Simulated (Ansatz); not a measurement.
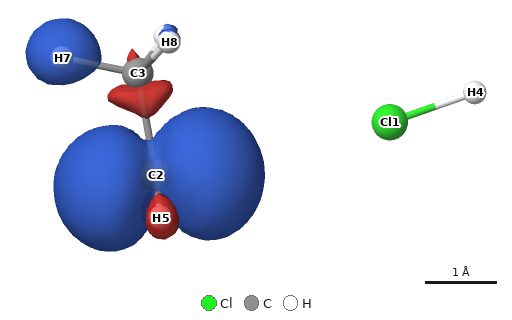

*HCl···C$_{2}$H$_{5}$ (doublet). Isosurfaces of the spin density at +0.03 (blue) and −0.03 e/Å³ (red), seen at a tilt.*

The product side of a reaction path; geometry: PBE0-D4/def2-TZVP; a saddle point, not a minimum.

Computed with UKS PBE0-D4/def2-TZVPP in Ansatz.

```xyz
9

Cl   -2.3701   -0.2969   -1.0088
C     0.8083    0.7398   -0.3192
C     0.8357   -0.2773    0.7536
H    -3.5447   -0.7824   -1.1612
H     0.5268    1.7638   -0.1093
H     1.1876    0.5169   -1.3083
H     1.7982   -0.2814    1.2884
H     0.0632   -0.0956    1.5052
H     0.6948   -1.2870    0.3595
```

Q: Which atoms carry the spin?

A: The unpaired spin (1 electron) lies mostly on C2 (about 0.7), in electrons by Hirshfeld's partition.
